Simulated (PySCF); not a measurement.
C7H6BF3, SMILES c1c(cccc1C(F)(F)F)B at its GFN2-xTB optimised geometry (Å):

```
17

B     -1.8932    -1.8420    -0.0018
C     -1.0904    -0.5159     0.0000
C     -1.7292     0.7314     0.0030
C     -1.0179     1.9180     0.0062
C      0.3655     1.8965     0.0060
C      1.0233     0.6708     0.0000
C      2.5257     0.6667     0.0223
F      3.0126     1.0153     1.2310
F      3.0607    -0.5270    -0.2667
F      3.0531     1.5422    -0.8524
C      0.3105    -0.5159     0.0000
H     -1.3297    -2.8643    -0.0024
H     -3.0607    -1.8134    -0.0023
H     -2.8087     0.7627     0.0031
H     -1.5373     2.8643     0.0091
H      0.9354     2.8135     0.0068
H      0.8420    -1.4556    -0.0032
```

Method: PBE/def2-SVP run with PySCF.

Map of the LUMO amplitude (bohr^(-3/2)) on the plane z = 0.6 Å; orbital energy -3.21 eV, overall sign arbitrary:

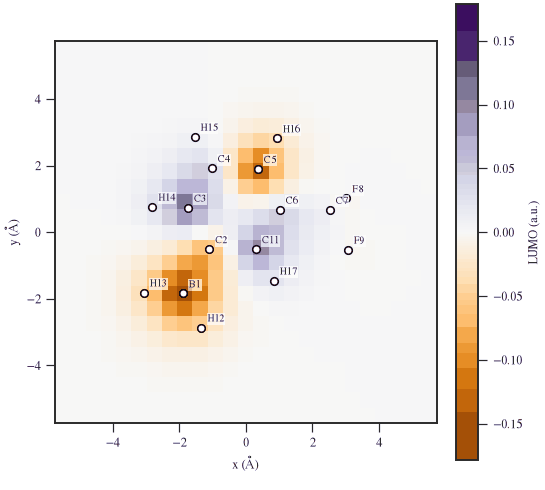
*LUMO amplitude (bohr^(-3/2)) on the plane z = 0.6 Å.*
